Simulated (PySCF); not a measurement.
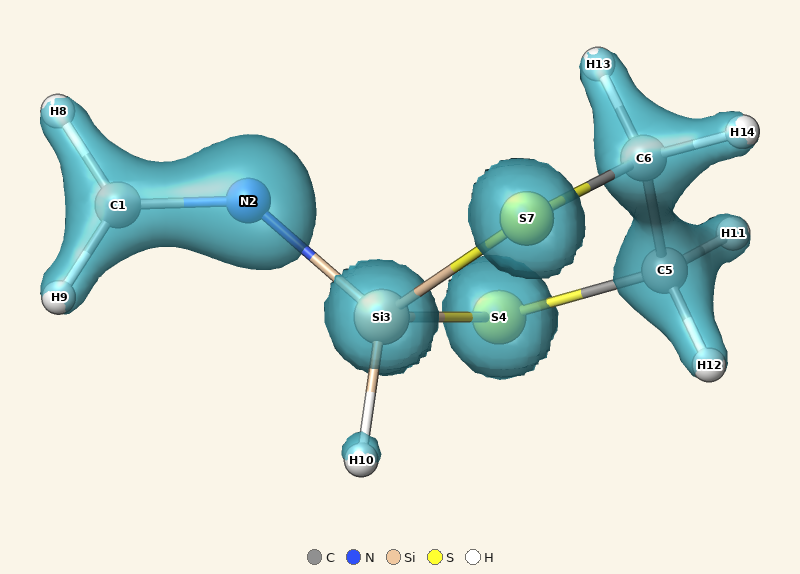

C$_{3}$H$_{7}$NS$_{2}$Si (SMILES C=N[SiH]1SCCS1). Isosurface of the total electron density at 1.5 e/Å³ (cyan), seen at a tilt.

Geometry: GFN2-xTB.

Theory: PySCF, PBE0/pcSseg-1, SCF density, gas phase, non-relativistic.

```xyz
14

C     3.1898    0.2917    0.1821
N     1.9408    0.3246    0.1531
Si    0.7200   -0.6439   -0.5481
S    -0.6053   -1.1445    1.0584
C    -2.0893   -0.4579    0.2468
C    -1.7841    0.8630   -0.4173
S    -0.5147    0.6669   -1.7130
H     3.7222    1.0754    0.7119
H     3.7994   -0.4803   -0.2893
H     0.9872   -1.8240   -1.3571
H    -2.8359   -0.3328    1.0311
H    -2.4466   -1.1895   -0.4785
H    -1.4148    1.5899    0.3060
H    -2.6693    1.2610   -0.9133
```

**Which contacts does the surface bridge?**

At this value the surface falls into six separate pieces. It bridges the sampled C–N (1.25 Å) and C–C (1.51 Å) contacts, where the density stays above the isovalue. It is pinched off along the sampled Si–N (1.71 Å) and C–S (1.82 Å) contacts. On the grid the lowest density along these lines, outside the cores, is 2.7 e/Å³ (C–N, 1.25 Å), 1.7 e/Å³ (C–C, 1.51 Å), 0.94 e/Å³ (Si–N, 1.71 Å) and 1.2 e/Å³ (C–S, 1.82 Å).
